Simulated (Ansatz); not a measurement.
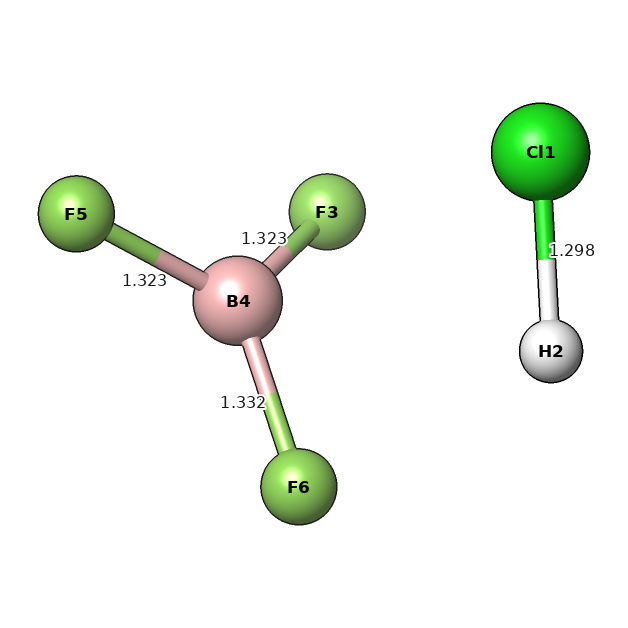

Bond lengths are marked in Å; every bond is drawn as one stick. The computed structure is the end point of a PBE-D4/def2-SVP optimisation. No frequency run is at hand to confirm it as a minimum.

Question: Assign a bond order to each marked bond.

Answer: Cl1–H2 single; F3–B4 single; B4–F5 single; B4–F6 single.

Question: Write the SMILES.

Answer: Cl.FB(F)F
